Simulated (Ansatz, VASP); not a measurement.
# Te: VASP beside Ansatz, part 2 of 2

One calculation is typed for both programs; each brings its own data sets and cutoff. How far apart do they land?

VASP 6.6.1 and Ansatz 0.2.0.

So far: Set-up; VASP: band structure, HSE06, spin-orbit coupling.

## (3) Ansatz: band structure, HSE06, spin-orbit coupling

Level of this step: Ansatz beside VASP: Kohn-Sham DFT, plane waves, HSE06, spin-orbit coupling (Ansatz).

Ansatz runs on its fully relativistic PAW (standard-fr) files.

The same cell, functional, mesh and smearing now go to Ansatz, which takes its cutoff from its data sets.

The input, input.yaml:

```yaml
crystal:
  lattice:
    - [4.4572, 0.0, 0.0]
    - [-2.2286, 3.8600484297, 0.0]
    - [0.0, 0.0, 5.929]
  atoms:
    - { symbol: Te, position: [0.2633, 0.0, 0.3333333333] }
    - { symbol: Te, position: [0.0, 0.2633, 0.6666666667] }
    - { symbol: Te, position: [0.7367, 0.7367, 0.0] }
hamiltonian:
  xc: { exchange: pbe, correlation: pbe, exx: { coeff: 0.25, omega: 0.2 } }
  pseudopotentials: { kind: paw_fr }
magnetization:
  noncollinear: true
  spin_orbit: true
kpoints:
  mp_grid: { grid: [4, 4, 3] }
  band_path:
    path:
      - [0.0, 0.0, 0.0]
      - [0.4, 0.0, 0.0]
      - [0.4, 0.2, 0.0]
      - [0.2, 0.2, 0.0]
      - [0.0, 0.0, 0.1]
      - [0.0, 0.0, 0.5]
      - [0.4, 0.0, 0.5]
      - [0.4, 0.2, 0.5]
      - [0.33333, 0.33333, 0.5]
      - [0.2, 0.2, 0.5]
      - [0.5, 0.0, 0.4]
      - [0.33333, 0.33333, 0.0]
      - [0.33333, 0.33333, 0.5]
    npoints: 1
scf:
  occupations: { method: gaussian, width: 0.02 }
  n_extra_bands: 14
output:
  forces: true
  stress: true
  eigenvalues: true
```

The run is started by

```bash
> ansatz run input.yaml --threads 4 --pin off --max-ram 9216MiB --backend cpu --events-out ev --progress --plain --runs-dir out
```

Numbers of over 12 decimals in the logs are rounded to 6 here.

Output:

```text
Warning: output.stress: scf.convergence.dr2_threshold = 1e-7 eV (the SCF's general default) is looser than the 3e-10 eV advised for a printed stress (1e-10 eV for each atom of the cell: 3). What an SCF threshold leaves in a stress goes as its square root, and in the free energy as the threshold itself, and one threshold admits the most on a small cell: [figures from the program's tests cut] Set scf.convergence.dr2_threshold to 3e-10 eV or tighter. The threshold is an SCF's pass mark: one that does not reach it within its budget of iterations ends unconverged, or closes short of it on a stop that the run arms, and scf.convergence.dr2_threshold's page says what that costs each kind of run
Warning: output.stress: scf.exx.energy_threshold = 1e-6 eV is looser than the 3e-8 eV advised for a stress under a hybrid functional (1e-8 eV for each atom of the cell: 3). Every SCF of the exchange loop can meet its threshold on dr2 while the loop round them stops early: no threshold on dr2 bounds what that leaves in the stress. Set scf.exx.energy_threshold to 3e-8 eV or tighter. The threshold is the loop's pass mark: a loop that does not reach it within its budget of cycles ends unconverged, and scf.exx.energy_threshold's page has the law
scf.n_extra_bands = 14 over 48 filled bands (N_el = 48.0): the run solves 62 bands
Engine: ansatz 0.2.0, x86_64-unknown-linux-gnu
Pseudopotentials: kind: paw_fr
Pseudopotential: Te, paw_fr, valence charge 16, recommended cutoff 420 eV (normal), Te.paw.azcp#standard-fr
Functional definition: unnamed
  parameter a_1 = 0.25
  parameter omega_1 = 0.2/angstrom
  exchange = pbe_x + (-a_1)*pbe_x_sr(omega_1) + a_1*exact_x_sr(omega_1)
  correlation = pbe_c
non-collinear run that drives no moment, with spin-orbit: no starting moment large enough to seed its density (crystal.atoms[].spin), no starting occupations that ask for one, no magnetisation constraint and no magnetic field, so the semilocal B_xc is pinned to zero
Crystal: 3 atoms, lattice volume = 102.008 Å³
Basis set: ecut = 420 eV, 2017 PW (Γ), exchange–correlation on 60×60×80 points (8 copies of the dense FFT grid, shifted against one another)
Bands: 62, of which v1, the nominal top of the filled ones, is band 48 counted from 1 (47 counted from 0)
Symmetry: 6 space group operations + 6 with time reversal
Magnetic group: BNS 152.34 (UNI 1264), of the structure as read, at distance tolerance 4.7e-5 Å
k-points: 9 of 48 (time reversal used)
Projection manifold: j_resolved (fully-relativistic pseudo-atomic orbitals)
Non-local potential: Te, projectors of the file, l = 0: 2, l = 1: 4, l = 2: 4, l = 3: 4
PAW form: soft (Blöchl's): semilocal exchange-correlation on the pseudo side does not see the compensation charge
PAW frozen core: Te, regenerated for the run's functional, and the local potential with it (the file was generated under x = pbe(κ = 0.804, μ = 0.219515), c = pbe(β = 0.066725))
PAW one-centre angular grid: Te, 590 points (default); XC on 96 Gauss nodes
Initial density: superposition of atomic densities (chi_scale 0.1, normalization cell)
Initial wavefunctions: pseudopotential atomic-orbital guess
Functional: x = pbe(κ = 0.804, μ = 0.219515), c = pbe(β = 0.066725), warm-up for x = pbe(κ = 0.804, μ = 0.219515) + 0.25 (exact − pbe) at short range (hse, ω = 0.2 Å⁻¹), c = pbe(β = 0.066725)
iter 1 solved again at ethr=3.99e-4 eV; its pass at ethr=1.00e-1 eV (dr2=1.91e-1 eV) is discarded
SCF iter   1: F=—  HF=-20948.011513 eV  |F-HF|=—  |Δ(HF+E_count)|=         —  Δρ=1.58e-2  dr2=1.87e-1  dr2_m=0.00e0 (ungated)  ethr=3.99e-4  |M|=0.00e0 ∫|m|=0.00e0 μB  |m|>n=0.0e0 m-floor=0.0e0 τ_xc=0.0e0  β_m=0.30  ⟨swp⟩=9.8  Hψ=3666  notcnv=0
preconditioner: auto → none  [insulator: Δε(μ)=0.679 eV  Ē_g=9.894 eV  σ=0.020 eV  W_gap=1.00  n_scr=22 (ndim 8)  ℏωp=15.6 eV  f_vac=0.011  D(μ)=0.00/eV (n_scr^D=0)]
SCF iter   2: F=—  HF=-20947.998089 eV  |F-HF|=—  |Δ(HF+E_count)|=   1.34e-2  Δρ=1.06e-2  dr2=7.98e-2  dr2_m=0.00e0 (ungated)  ethr=3.90e-4  |M|=0.00e0 ∫|m|=0.00e0 μB  |m|>n=0.0e0 m-floor=0.0e0 τ_xc=0.0e0  β_m=0.57  ⟨swp⟩=2.0  Hψ=1116  notcnv=0
iter 3 solved again at ethr=3.96e-6 eV; its pass at ethr=1.66e-4 eV (dr2=1.90e-3 eV) is discarded
SCF iter   3: F=—  HF=-20947.995286 eV  |F-HF|=—  |Δ(HF+E_count)|=   2.80e-3  Δρ=1.37e-3  dr2=1.61e-3  dr2_m=0.00e0 (ungated)  ethr=3.96e-6  |M|=0.00e0 ∫|m|=0.00e0 μB  |m|>n=0.0e0 m-floor=0.0e0 τ_xc=0.0e0  β_m=0.54  ⟨swp⟩=5.2  Hψ=2711  notcnv=0  defer=6
eigensolver tolerance schedule: the retry pair's looser diagonalisation over-reported the residual by 0.18 of it (diagonalisation noise at 0.19 of the residual, at the tolerance the schedule requests for it); recorded, not acted on — ethr = c·dr2/N_el stays at c = 1.0e-1
SCF iter   4: F=—  HF=-20947.995178 eV  |F-HF|=—  |Δ(HF+E_count)|=   1.09e-4  Δρ=4.05e-4  dr2=8.84e-5  dr2_m=0.00e0 (ungated)  ethr=3.35e-6  |M|=0.00e0 ∫|m|=0.00e0 μB  |m|>n=0.0e0 m-floor=0.0e0 τ_xc=0.0e0  β_m=0.70  ⟨swp⟩=3.1  Hψ=1459  notcnv=0  defer=4
SCF iter   5: F=-20947.995201 eV  HF=-20947.995202 eV  |F-HF|=8.89e-7  |Δ(HF+E_count)|=   2.40e-5  Δρ=4.72e-5  dr2=2.31e-6  dr2_m=0.00e0 (ungated)  ethr=1.84e-7  |M|=0.00e0 ∫|m|=0.00e0 μB  |m|>n=0.0e0 m-floor=0.0e0 τ_xc=0.0e0  ⟨swp⟩=3.1  Hψ=1174  notcnv=0
[...]
SCF iter   5: F=—  HF=-20946.647419 eV  |F-HF|=—  |Δ(HF+E_count)|=   3.50e-4  Δρ=1.30e-4  dr2=1.65e-5  dr2_m=0.00e0 (ungated)  ethr=1.06e-8  |M|=0.00e0 ∫|m|=0.00e0 μB  |m|>n=0.0e0 m-floor=0.0e0 τ_xc=0.0e0  β_m=0.74  ⟨swp⟩=4.3  Hψ=1620  notcnv=0
SCF iter   6: F=-20946.647415 eV  HF=-20946.647415 eV  |F-HF|=5.02e-8  |Δ(HF+E_count)|=   3.51e-6  Δρ=1.28e-5  dr2=2.88e-6  dr2_m=0.00e0 (ungated)  ethr=1.06e-8  |M|=0.00e0 ∫|m|=0.00e0 μB  |m|>n=0.0e0 m-floor=0.0e0 τ_xc=0.0e0  ⟨swp⟩=3.0  Hψ=1192  notcnv=0
SCF 2 stopped early in 6 iterations: F = -20946.647415 eV  dr2 = 2.88e-6
  Residual-converged pass: ⟨swp⟩=4.0  Hψ=1485  notcnv=0  max |occ|·‖R‖ = 6.3e-6 eV (tolerance 6.7e-6 eV)  dr2=2.89e-6  dr2_m=0.00e0 (ungated)  dr2_onsite=2.02e-8  max |Δocc| = 0.0e0
  greatest PAW one-centre occupation: 0.998 electrons in one spin orbital (limit 2), on the Te atom at site 0 (counted from 0), in its partial waves of l = 2
hybrid outer 1: dexx = +1.275e-2 eV, tail = 1.66e-4 eV
Projection manifold: j_resolved (fully-relativistic pseudo-atomic orbitals)
Exchange kernel: α = 0.2500, screened, ω = 0.2000 Å⁻¹, Wigner–Seitz truncation, v(0) = 1121.4718 eV·Å³, q-mesh 4×4×3, nearest image of the exchange supercell L = 17.79 Å, pair-density grid 20×20×27, without the augmentation charges, whose exchange is taken in its separable form by FFT convolution over the k-point mesh (sized by the pseudopotential files, 27×27×40 at the most), smooth part of the exact exchange by density-matrix convolution
Frozen-core exchange: fock
SCF iter   1: F=—  HF=-20946.647524 eV  |F-HF|=—  |Δ(HF+E_count)|=         —  Δρ=4.31e-5  dr2=2.06e-6  dr2_m=0.00e0 (ungated)  ethr=1.73e-6  |M|=0.00e0 ∫|m|=0.00e0 μB  |m|>n=0.0e0 m-floor=0.0e0 τ_xc=0.0e0  β_m=0.30  ⟨swp⟩=3.4  Hψ=1149  notcnv=0
preconditioner: auto → none  [insulator: Δε(μ)=1.100 eV  Ē_g=11.104 eV  σ=0.020 eV  W_gap=1.00  n_scr=22 (ndim 8)  ℏωp=15.6 eV  f_vac=0.026  D(μ)=0.00/eV (n_scr^D=0)]
SCF iter   2: F=—  HF=-20946.647526 eV  |F-HF|=—  |Δ(HF+E_count)|=   1.93e-6  Δρ=2.26e-5  dr2=5.53e-7  dr2_m=0.00e0 (ungated)  ethr=3.70e-9  |M|=0.00e0 ∫|m|=0.00e0 μB  |m|>n=0.0e0 m-floor=0.0e0 τ_xc=0.0e0  β_m=0.30  ⟨swp⟩=4.0  Hψ=1659  notcnv=0
SCF iter   3: F=—  HF=-20946.647526 eV  |F-HF|=—  |Δ(HF+E_count)|=   1.40e-7  Δρ=1.27e-5  dr2=6.81e-8  dr2_m=0.00e0 (ungated)  ethr=8.64e-10  |M|=0.00e0 ∫|m|=0.00e0 μB  |m|>n=0.0e0 m-floor=0.0e0 τ_xc=0.0e0  β_m=0.50  ⟨swp⟩=3.4  Hψ=1100  notcnv=0
SCF iter   4: F=—  HF=-20946.647526 eV  |F-HF|=—  |Δ(HF+E_count)|=   9.83e-8  Δρ=3.64e-6  dr2=7.50e-9  dr2_m=0.00e0 (ungated)  ethr=1.22e-10  |M|=0.00e0 ∫|m|=0.00e0 μB  |m|>n=0.0e0 m-floor=0.0e0 τ_xc=0.0e0  β_m=0.50  ⟨swp⟩=4.4  Hψ=1641  notcnv=0  defer=8
SCF iter   5: F=—  HF=-20946.647526 eV  |F-HF|=—  |Δ(HF+E_count)|=  6.48e-10  Δρ=1.40e-6  dr2=9.31e-10  dr2_m=0.00e0 (ungated)  ethr=1.21e-11  |M|=0.00e0 ∫|m|=0.00e0 μB  |m|>n=0.0e0 m-floor=0.0e0 τ_xc=0.0e0  β_m=0.66  ⟨swp⟩=2.7  Hψ=1098  notcnv=0  defer=8
SCF iter   6: F=-20946.647526 eV  HF=-20946.647526 eV  |F-HF|=7.28e-12  |Δ(HF+E_count)|=  2.98e-10  Δρ=1.49e-7  dr2=3.34e-10  dr2_m=0.00e0 (ungated)  ethr=1.26e-12  |M|=0.00e0 ∫|m|=0.00e0 μB  |m|>n=0.0e0 m-floor=0.0e0 τ_xc=0.0e0  ⟨swp⟩=3.1  Hψ=1228  notcnv=0  defer=2
SCF 3 converged in 6 iterations: F = -20946.647526 eV  dr2 = 3.34e-10
  Residual-converged pass: ⟨swp⟩=2.8  Hψ=1008  notcnv=0  max |occ|·‖R‖ = 5.3e-7 eV (tolerance 5.4e-7 eV)  dr2=3.35e-10  dr2_m=0.00e0 (ungated)  dr2_onsite=4.99e-12  max |Δocc| = 0.0e0
  greatest PAW one-centre occupation: 0.998 electrons in one spin orbital (limit 2), on the Te atom at site 2 (counted from 0), in its partial waves of l = 2
hybrid outer 2: dexx = +1.969e-6 eV, tail = 2.85e-8 eV, Δε = 2.31e-3 eV (about 7.07e-5 eV left of the loop's levels), ΔF = 2.31e-3 eV/Å (tail 7.91e-4)
NSCF: frozen V_eff on 13 k-points
hybrid SCF converged: 2 outer / 12 inner (+5 warm-up), last move |dexx| = 1.97e-6 eV, tail = 2.85e-8 eV
Magnetization: |M| = 0.0000 μB,  M = (+0.0000, +0.0000, +0.0000) μB
Absolute magnetization: 0.0000 μB (∫|m|)
  site 0: m = (+0.0000, +0.0000, +0.0000) μB, |m| = 0.0000 μB  (R = 1.17 Å)
  site 1: m = (+0.0000, +0.0000, +0.0000) μB, |m| = 0.0000 μB  (R = 1.17 Å)
  site 2: m = (+0.0000, +0.0000, +0.0000) μB, |m| = 0.0000 μB  (R = 1.17 Å)
Free energy (F): -20946.647526 eV
Frozen-core exchange: fock
Harris-Foulkes:  -20946.647526 eV  (|F-HF|=7.28e-12)
Internal energy: -20946.647526 eV  (E = F + TS)
E sigma→0 (E₀):  -20946.647526 eV
Fermi energy:    8.728676 eV
--- Per-component energies (eV) ---
  E_band       = -900.373766
  E_kinetic    = 540.250627
  E_local      = -3842.937381  (includes V_loc(G=0)·N_el)
  E_nonlocal   = -934.158999
  E_hartree    = 2444.557747
  E_xc         = -300.222228
  E_vxc        = -251.079003  (∫ρ·V_xc dr)
  E_exx        = -135.803742  (= α·E_x^exact, valence–valence)
  E_paw        = -13930.911663  (= ΣΔE_a)
  E_vpaw       = -1029.956871  (= ΣTr[D̂ρ^β])
  E_aug_tail   = -0.000545  (compensation charges beyond the density's cutoff)
  E_ewald      = -4786.899832
  E_core_change = -0.521511  (= ΣΔE_core)
  E_smearing   = -0.000000  (= −TS)
  E_closure    = 0.000001  (closes the sum)
  Σ components = -20946.647526   (vs F -20946.647526, Δ=3.64e-12)
--- Forces (eV/Å), atoms counted from 1 ---
  atom   1  Te    -0.09576317    -0.00000000    -0.00000000
  atom   2  Te     0.04788159    -0.08293334    -0.00000000
  atom   3  Te     0.04788159     0.08293334     0.00000000
  max |Σ_I F_I| component: 1.39e-17 eV/Å
--- Stress (GPa, compression-positive) ---
        0.930519       0.000000      -0.000000
        0.000000       0.930519       0.000000
       -0.000000       0.000000       0.225616
  P = ⅓ Tr σ = 0.6956 GPa (6.956 kbar)
--- Band table (eV; the first three rows and the last of 9) ---
  k-point 0: bands = [... 44 lower, 6.5676, 6.5676, 7.4973, 7.4973, 9.5447, 9.5447, 10.2387, 10.2387, ... 10 higher]
  k-point 1: bands = [... 44 lower, 6.7655, 7.0930, 7.2149, 7.4813, 9.2788, 9.3079, 9.5586, 9.7831, ... 10 higher]
  k-point 2: bands = [... 44 lower, 7.0646, 7.3261, 7.4140, 7.5895, 9.7789, 9.8610, 10.1086, 10.1567, ... 10 higher]
  k-point 8: bands = [... 44 lower, 7.2258, 7.3622, 8.0133, 8.1779, 9.5855, 9.6655, 10.6200, 10.6582, ... 10 higher]
```

Elapsed: 7.7 min, on 4 threads of Intel Xeon Platinum 8375C at 2.90GHz (Ice Lake), shared host; peak memory 2.4 GiB.

## (4) Side by side

Known differences besides the PAW data sets themselves: spin-orbit coupling enters by fully relativistic files in Ansatz and inside the spheres in VASP; exact exchange at q = 0 is treated differently, which shows on coarse meshes; VASP keeps PBE cores, Ansatz makes them for the functional; the data sets hold 48 valence electrons in Ansatz (fully relativistic PAW (standard-fr) files) and 18 in VASP; the cutoff is 420 eV in Ansatz and 400 eV in VASP; VASP takes a coarser grid for exact exchange (PRECFOCK = Fast). Total energies have different zeros and are not compared.

Both answers:

| quantity | Ansatz | VASP | difference |
| --- | --- | --- | --- |
| gap over the path points (eV) | 0.398 | 0.366 | +0.032 |

Forces (eV/Å; atoms numbered as in POSCAR):

```csv
atom,"Ansatz x, y, z","VASP x, y, z"
Te1,"-0.096, 0.000, 0.000","-0.124, 0.000, 0.000"
Te2,"0.048, -0.083, 0.000","0.062, -0.107, 0.000"
Te3,"0.048, 0.083, 0.000","0.062, 0.107, 0.000"
```

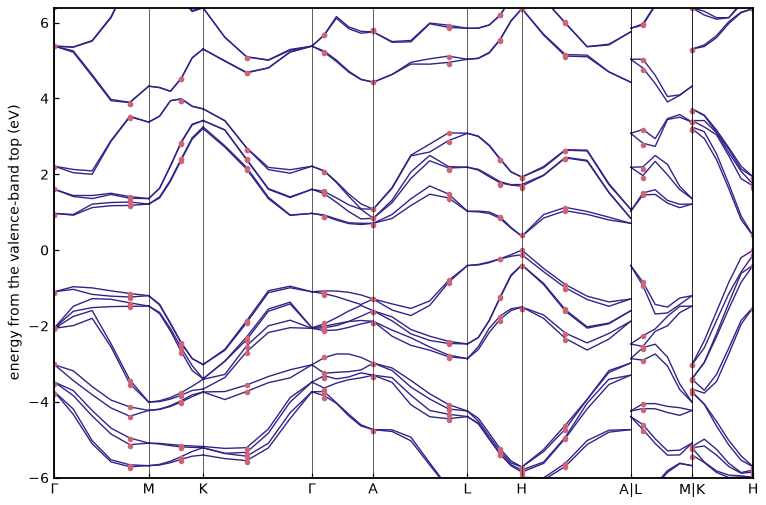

Bands from VASP (lines) and levels from Ansatz (dots). Dots without a line are higher empty bands that the VASP plot leaves out.

Levels at points of the path, from each program's valence-band top (eV; 8 filled, then empty):

```
k (reciprocal lattice)                                                                         Ansatz                                                                           VASP
     0.000 0.000 0.000  -3.01 -3.01 -2.07 -2.07 -2.06 -2.06 -1.13 -1.13 0.92 0.92 1.61 1.61 2.19 2.19  -3.02 -3.02 -2.06 -2.06 -2.05 -2.05 -1.10 -1.10 0.97 0.97 1.60 1.60 2.21 2.21
     0.400 0.000 0.000  -4.41 -4.15 -3.56 -3.45 -1.51 -1.41 -1.26 -1.16 1.17 1.26 1.35 1.40 3.48 3.50  -4.38 -4.13 -3.53 -3.42 -1.48 -1.39 -1.24 -1.14 1.18 1.27 1.37 1.41 3.51 3.53
     0.400 0.200 0.000  -4.04 -4.00 -3.84 -3.77 -2.71 -2.60 -2.48 -2.46 2.36 2.39 2.81 2.83 3.93 3.94  -4.00 -3.97 -3.82 -3.76 -2.68 -2.58 -2.46 -2.44 2.38 2.42 2.84 2.86 3.98 3.99
     0.200 0.200 0.000  -3.75 -3.56 -2.71 -2.55 -2.40 -2.33 -1.92 -1.86 2.11 2.16 2.38 2.39 2.65 2.65  -3.73 -3.56 -2.68 -2.52 -2.36 -2.29 -1.92 -1.86 2.13 2.18 2.38 2.40 2.69 2.70
     0.000 0.000 0.100  -3.23 -2.83 -2.13 -2.07 -2.03 -1.94 -1.19 -1.11 0.86 0.87 1.49 1.56 2.07 2.07  -3.25 -2.84 -2.12 -2.05 -2.01 -1.94 -1.15 -1.07 0.91 0.93 1.49 1.55 2.09 2.09
     0.000 0.000 0.500  -3.00 -3.00 -1.92 -1.92 -1.64 -1.64 -1.29 -1.29 0.68 0.68 0.84 0.84 1.09 1.09  -2.98 -2.98 -1.88 -1.88 -1.60 -1.60 -1.29 -1.29 0.71 0.71 0.84 0.84 1.08 1.08
     0.400 0.000 0.500  -4.21 -4.09 -2.83 -2.79 -2.49 -2.42 -0.85 -0.80 1.36 1.47 2.10 2.15 2.86 3.08  -4.19 -4.07 -2.81 -2.77 -2.46 -2.40 -0.85 -0.80 1.38 1.48 2.17 2.20 2.89 3.09
     0.400 0.200 0.500  -5.33 -5.26 -1.86 -1.77 -1.27 -1.24 -0.23 -0.23 0.84 0.88 1.72 1.75 2.37 2.39  -5.30 -5.23 -1.82 -1.74 -1.26 -1.24 -0.23 -0.23 0.84 0.88 1.77 1.80 2.39 2.41
     0.333 0.333 0.500   -5.75 -5.74 -1.54 -1.54 -0.42 -0.42 -0.13 0.00 0.40 0.40 1.64 1.68 1.90 1.90   -5.72 -5.72 -1.50 -1.50 -0.39 -0.39 -0.12 0.00 0.37 0.37 1.69 1.73 1.93 1.93
     0.200 0.200 0.500  -4.75 -4.64 -2.37 -2.22 -1.60 -1.56 -1.02 -0.93 1.02 1.11 2.40 2.41 2.61 2.62  -4.72 -4.61 -2.33 -2.19 -1.61 -1.57 -0.99 -0.91 1.04 1.13 2.43 2.45 2.63 2.65
```

The forces differ by 16 meV/Å r.m.s., which is 22.8 % of the r.m.s. force of 0.07 eV/Å (both taken over all components). Among the levels compared (up to four filled and three empty ones at each point), filled levels agree within 43 meV and empty ones within 61 meV.

## (5) Further runs

The difference is large enough to ask for its cause, so further runs change the set-up of one program at a time, as the table lists.

```
                                    run  r.m.s. force difference (meV/Å)
                               as above                               16
     cores kept as stored, as VASP does                               16
Ansatz's larger PAW set (cutoff 430 eV)                               16
```

## (6) Outcome

| Quantity | Value |
| --- | --- |
| r.m.s. force difference (band structure, HSE06, spin-orbit coupling) | 16 meV/Å |

The r.m.s. force difference is 16 meV/Å (band structure, HSE06, spin-orbit coupling), beyond the 12 meV/Å picked in this series as the mark of a large difference. For band structure, HSE06, spin-orbit coupling: no further run halves the r.m.s. force difference; only Ansatz's side was varied. 1 further run on this material is not shown. Differences of this kind measure data sets and numerical settings, not the functional's error against experiment.

[Lines on the potential files, build, host, timing and source positions are cut from VASP's logs without a mark.]

[Logs are printed without paths, hosts, clocks, repeated set-up lines and the standing remarks that a program may print on its own settings, such as how far it seeks lower states.]

[Hosts, paths, dates, database ids (printed as entryN), source tags and the programs' standing remarks are cut or masked in the printed files.]
